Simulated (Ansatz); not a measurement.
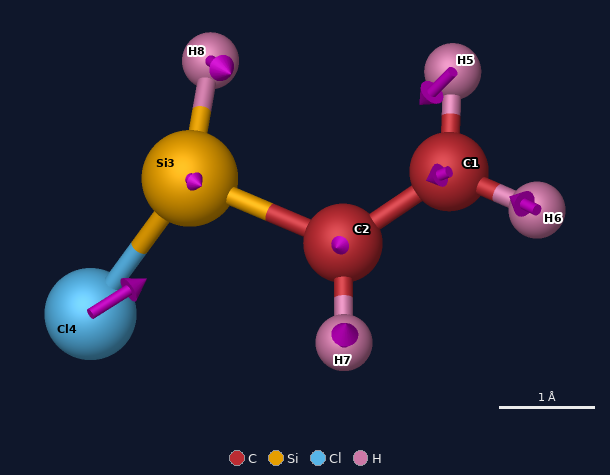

This is a relaxation of C2H4ClSi (multiplicity 2). The starting structure is drawn; purple arrows show the displacements, magnified 10 times. The two geometries are superimposed by the best rigid fit.

A ball-and-stick model, seen at a tilt.

The start comes from PBE-D4/def2-SVP.

All numbers below come from UKS PBE0-D4/def2-TZVP in Ansatz 0.2.0. Set-up: force threshold 0.005 eV/Å; at most 150 steps.

**Describe the change and its energy.**

After 8 geometry steps the energy has fallen by 4.40 kJ/mol. The largest force component goes from 0.55 to 0.0044 eV/Å. The atom that moves furthest after the best rigid fit is Cl4 (0.075 Å). Largest moves by element: Cl 0.075 Å, H 0.064 Å, C 0.032 Å, Si 0.022 Å. Near-neighbour distances that change, for instance: Si3–Cl4 2.091 → 2.059 Å, Si3–H8 1.510 → 1.489 Å, C1–C2 1.354 → 1.335 Å, C2–H7 1.106 → 1.088 Å.
